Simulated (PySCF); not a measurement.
# C₂H₉BrOSi₃: electronic excitations

Aim: predict the electronic excitations of C₂H₉BrOSi₃ (`[SiH3]O[Si@@H]1C[SiH2][C@H]1Br`).

Programs: PySCF 2.14.0, with density-fitted response routines of our own. Each step states its level of theory. These are calculated values for one molecule in the gas phase, unless marked as measured. Atoms count from 0, in the outputs and in this text.

## Step 1: The molecule as given

16 atoms, charge 0, multiplicity 1; geometry from: GFN2-xTB.

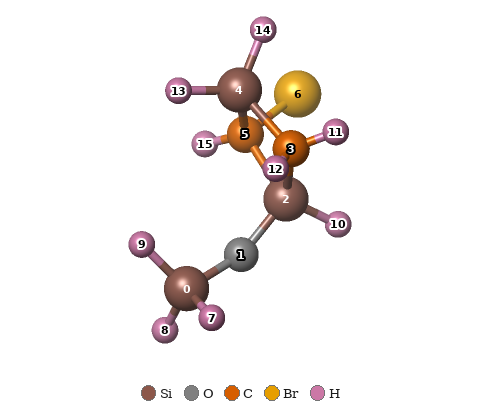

The starting geometry (silicon brown, oxygen grey, carbon orange, bromine amber, hydrogen pink), atoms numbered.

## Step 2: TDDFT and polarisability: CAM-B3LYP/def2-SVPD

What the job is given:

```
{"job": {"kind": "uv", "xc": "CAM-B3LYP", "basis": "def2-SVPD", "nstates": 8, "ntriplets": 3}, "charge": 0, "multiplicity": 1}
Si     2.733709    -0.189347    -0.284782
O      1.556765     0.543473     0.560767
Si     0.049703     0.658099     1.138882
C     -0.866028    -1.024982     1.173813
Si    -1.867465    -0.615819    -0.409734
C     -1.164712     1.176475    -0.259099
Br    -2.529839     2.426946     0.409944
H      3.332922    -1.173962     0.613496
H      3.638047     0.898087    -0.641474
H      2.135444    -0.832743    -1.455202
H      0.165242     1.509188     2.311484
H     -1.494765    -1.159275     2.050189
H     -0.226187    -1.900938     1.110192
H     -1.387818    -1.273963    -1.626538
H     -3.320895    -0.687344    -0.287738
H     -0.761723     1.655049    -1.148129
```

Level: TDDFT CAM-B3LYP/def2-SVPD, vertical, gas phase, core orbitals frozen in the response.

Run with:

```console
OMP_NUM_THREADS=1 python probes_run.py task.json out
```

The driver reads the jobs from task.json and runs them one after another.

Log:

```text
coarse grid: 64360 points
cycle   1  E = -3598.8102447692  dE = -3.976e-01  |g| = 7.803e-01  |ddm| = 5.349e+00
cycle   2  E = -3598.7302805144  dE =  7.996e-02  |g| = 1.037e+00  |ddm| = 1.954e+00
cycle   3  E = -3598.9310629860  dE = -2.008e-01  |g| = 9.251e-02  |ddm| = 9.721e-01
cycle   4  E = -3598.9327431657  dE = -1.680e-03  |g| = 3.697e-02  |ddm| = 2.003e-01
cycle   5  E = -3598.9330909213  dE = -3.478e-04  |g| = 9.062e-03  |ddm| = 6.003e-02
cycle   6  E = -3598.9331138004  dE = -2.288e-05  |g| = 1.428e-03  |ddm| = 2.053e-02
cycle   7  E = -3598.9331145496  dE = -7.492e-07  |g| = 6.216e-04  |ddm| = 4.469e-03
final grid: 130824 points
cycle   8  E = -3598.9330828370  dE = -1.071e-07  |g| = 6.198e-04  |ddm| = 6.470e-03
cycle   9  E = -3598.9330828147  dE =  2.232e-08  |g| = 6.943e-04  |ddm| = 2.031e-03
cycle  10  E = -3598.9330829219  dE = -1.072e-07  |g| = 7.091e-05  |ddm| = 9.490e-04
cycle  11  E = -3598.9330829234  dE = -1.442e-09  |g| = 1.454e-05  |ddm| = 1.173e-04
cycle  12  E = -3598.9330829235  dE = -1.764e-10  |g| = 6.832e-06  |ddm| = 8.103e-05
converged SCF energy = -3598.9330829235

Static polarisability (au): isotropic 120.560, principal 104.023 120.627 137.030

Singlet excitations
state   eV       nm        f      main configurations
  1   5.0446    245.8   0.00320   H->L 0.87
  2   5.5384    223.9   0.01243   H-1->L 0.85
  3   6.3302    195.9   0.00642   H->L+1 0.68, H->L+2 0.21
  4   6.6353    186.9   0.00410   H-2->L 0.88
  5   6.8301    181.5   0.00175   H-1->L+1 0.26, H->L+3 0.14, H-3->L 0.14
  6   6.8603    180.7   0.01639   H-1->L+1 0.35, H-1->L+2 0.13, H->L+3 0.10
  7   6.8940    179.8   0.01548   H->L+2 0.46, H-3->L 0.15, H->L+1 0.09
  8   7.0990    174.7   0.04044   H-2->L+1 0.74

Triplet excitations (Tamm-Dancoff, eV): 4.4768 4.9547 6.0562
```

Wall time 2.4 min (1 thread of Arm Neoverse N1, shared host); peak memory 1.2 GiB.

The orbitals next to the gap, with their largest atomic shares:

| orbital | eV | atoms |
| --- | --- | --- |
| HOMO−3 | -10.23 | Br6 28 %, O1 19 %, C5 13 % |
| HOMO−2 | -9.57 | C3 32 %, Si2 14 %, O1 13 % |
| HOMO−1 | -8.98 | Br6 64 %, C5 15 %, C3 6 % |
| HOMO | -8.51 | Br6 54 %, C5 22 %, Si4 7 % |
| LUMO | 0.16 | Br6 36 %, C5 19 %, Si4 9 % |
| LUMO+1 | 0.69 | Si4 22 %, C3 11 %, Si2 11 % |
| LUMO+2 | 0.90 | Si0 20 %, Br6 17 %, Si4 11 % |

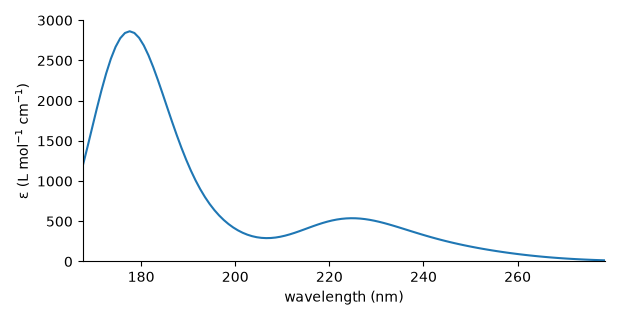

Absorption spectrum: each of the 8 states is a Gaussian band of 0.4 eV half-width at 1/e. Beyond the last state computed it falls off for lack of states.

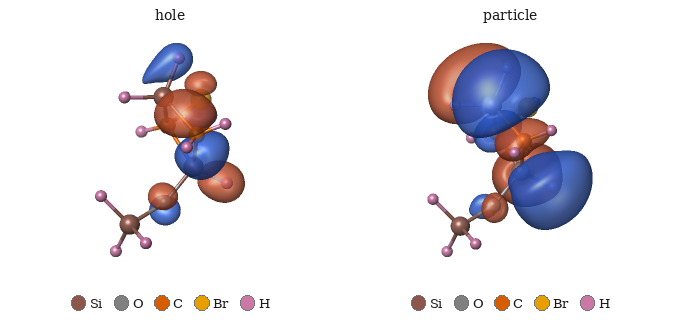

Leading natural transition orbitals of singlet state 8: the electron leaves the hole (left) for the particle orbital (right).

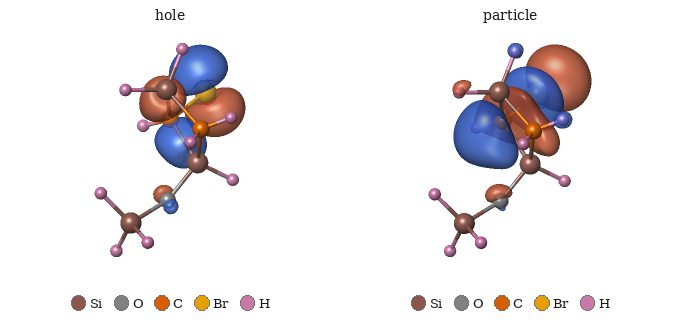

Leading natural transition orbitals of singlet state 1: the electron leaves the hole (left) for the particle orbital (right).

Further results of this job:

| property | computed |
| --- | --- |
| dipole moment (D) | 2.48 |
| polarisability (Å³) | 17.87 |
| HOMO–LUMO gap (eV) | 8.67 |
| −ε(HOMO) (eV) | 8.51 |

The fields below are evaluated on a grid from the run's orbitals.

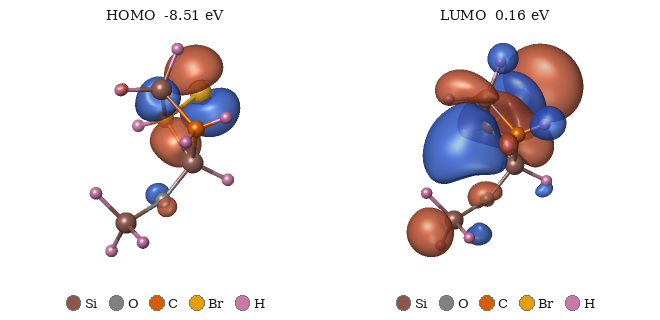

Frontier orbitals at CAM-B3LYP/def2-SVPD; each surface holds 70 % of the orbital's density, blue and red mark the sign.

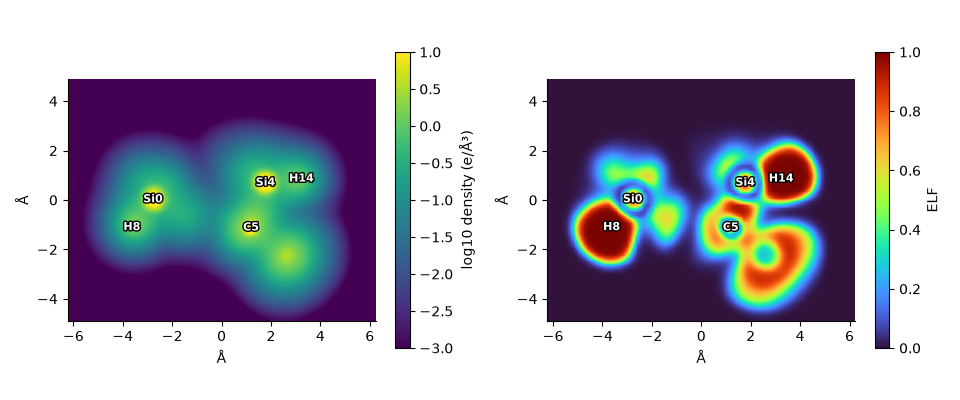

Density (left) and ELF (right) in a plane through or near 5 of the atoms.

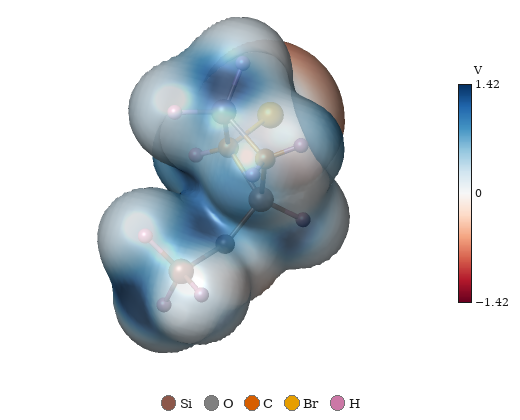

Electrostatic potential on the surface of density 0.002 e/bohr³; red is low, blue high. It runs, from the 1st to the 99th percentile, from -0.70 V near Br6 to 1.42 V near H9.

## Step 3: What came out

| quantity | value |
| --- | --- |
| lowest singlet (CAM-B3LYP/def2-SVPD) | 5.04 eV (246 nm), f = 0.003 |
| brightest single state of those computed | state 8, 7.10 eV, f = 0.040 |
| lowest triplet | 4.48 eV |
| surface potential, 1st and 99th percentile | -0.70 V and 1.42 V |

**Reading.** The lowest singlet, at 5.04 eV, is HOMO→LUMO 0.87 and is weak; of the 8 states computed, the strongest absorption comes from state 8 at 7.10 eV (the last computed, so partners may be missing). The lowest triplet lies 0.57 eV below the lowest singlet (triplets in Tamm-Dancoff, singlets in full TDDFT).
